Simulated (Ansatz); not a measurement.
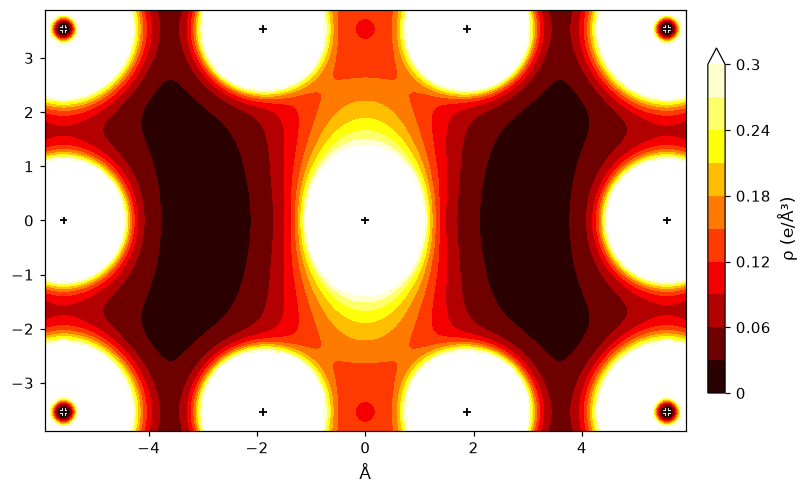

The valence pseudo-density on a plane through atoms (crosses mark nuclei in the plane).

Level of theory: Ansatz 0.2.0, DFT PBE, scalar-relativistic, plane waves, PAW.

Candidates:
A. Cd5O2, a = 3.35 Å, b = 3.35 Å, c = 38.41 Å, α = 90.00°, β = 90.00°, γ = 120.00°. Space group R-3m; a generated structure, not necessarily the stable one.
B. Ti4Mo, a = 7.25 Å, b = 7.25 Å, c = 3.21 Å, α = 90.00°, β = 90.00°, γ = 90.00°. Space group I4/m; a generated structure, not necessarily the stable one; computed without spin polarisation.
C. CsYb3Ta2W, a = 5.00 Å, b = 5.00 Å, c = 11.14 Å, α = 90.00°, β = 90.00°, γ = 90.00°. Space group P4/mmm; a generated structure, not necessarily the stable one; computed without spin polarisation; no Hubbard U on the f states and no spin–orbit coupling.

Which system is this?

Candidate C: CsYb3Ta2W on the (11̄0) plane of the conventional cell, which holds Cs, Yb and W. Cs–Yb (3.54 Å): ρ is about 0.09 e/Å³ halfway. Cs–Yb (3.69 Å): ρ is about 0.05 e/Å³ halfway.
